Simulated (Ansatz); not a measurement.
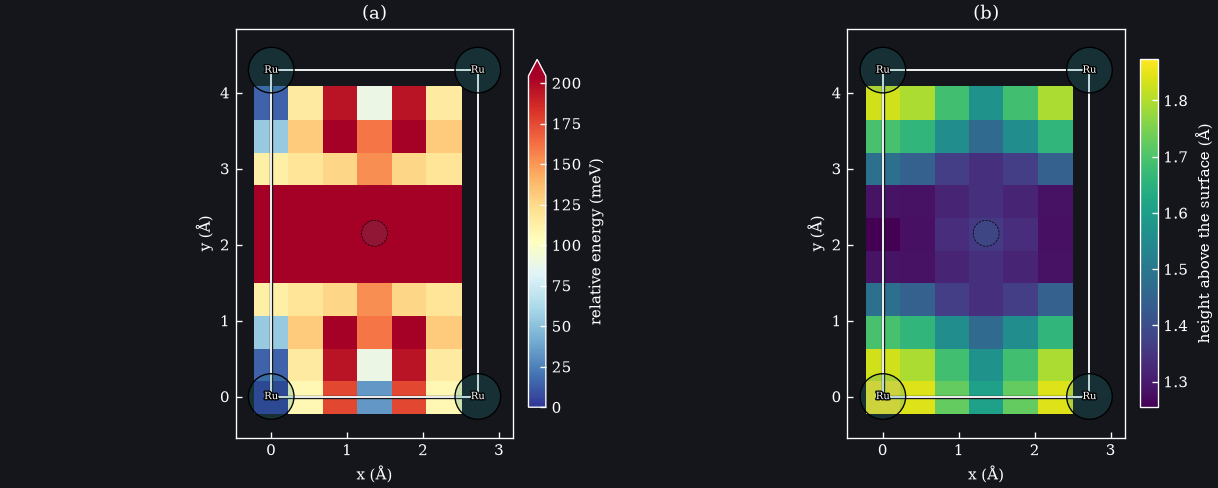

F on a Ru(100) slab cut from the P6_3/mmc phase, its upper half relaxed before the scan (6 atoms of substrate and one adsorbate in a 1 × 1 cell). F is moved over the surface cell; relaxed at each place: the height of the adsorbate's atoms; substrate rigid; the origin of the map has the adsorbate above Ru6. Places are given modulo a cell vector. The map is drawn in real space over the plane of the surface. Grid: 6 × 10 points; 24 points were computed and 36 follow by symmetry. Energies: meV, counted from the lowest grid point. With one adsorbate in each 1 × 1 cell, its nearest image is 2.7 Å away, so neighbouring adsorbates interact. The runs have no spin polarisation; a magnetic state may lie lower. These are results of DFT PBE, scalar-relativistic, plane waves, PAW in Ansatz 0.2.0, not measurements. Settings: cutoff 420 eV, k-mesh 10×6×1, gaussian smearing 0.1 eV, no spin polarisation.

Panel (a) is the energy; panel (b) is the computed height above the surface, in Å.

Drawn: one coloured cell a grid point, labelled circles for the atoms of the top layer and small ones for the second layer, the outline of one cell of the plane, one colour for all values above the top of the scale.

How does the height above the surface vary over the map, and what is it at the lowest grid point?

Answer. It runs from 1.25 Å at the trough between two rows of top atoms, (0/6, 5/10) of the cell vectors to 1.87 Å at the top site over a surface Ru atom, (0/6, 0/10) of the cell vectors. At the lowest grid point, the top site over a surface Ru atom, (0/6, 0/10) of the cell vectors, it is 1.87 Å.

PAW datasets: the set soft_1.
